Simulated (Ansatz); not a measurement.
```xyz
11

B    -1.3891   -1.2491   -0.0669
Cl    1.9298    1.2434   -1.5397
Cl   -0.1728   -1.7253    1.1438
Cl   -3.0296   -1.8471    0.1384
H     1.0548    1.7418    1.8292
N    -1.0452   -0.4368   -1.1226
H     1.8407    1.2324   -0.2150
O     1.5767    1.0504    1.4135
H    -0.1133   -0.0798   -1.2883
H    -1.7246   -0.1605   -1.8112
H     1.0726    0.2306    1.5187
```

The product side of a reaction path; geometry: PBE0-D4/def2-TZVP; a saddle point, not a minimum.

Level of theory: RKS PBE0-D4/def2-TZVPP in Ansatz.

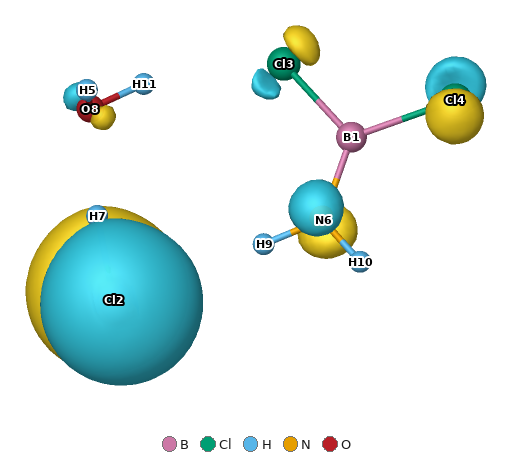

BCl2H2N···HCl···H2O. The HOMO−1 at ±0.1 Å⁻³ᐟ² (yellow and cyan are the two phases), seen across its widest extent.

> Where does this orbital lie, and at what energy?

It lies mainly on Cl2 (about 85 %); largely a lone pair of Cl2. Its energy is −8.97 eV.
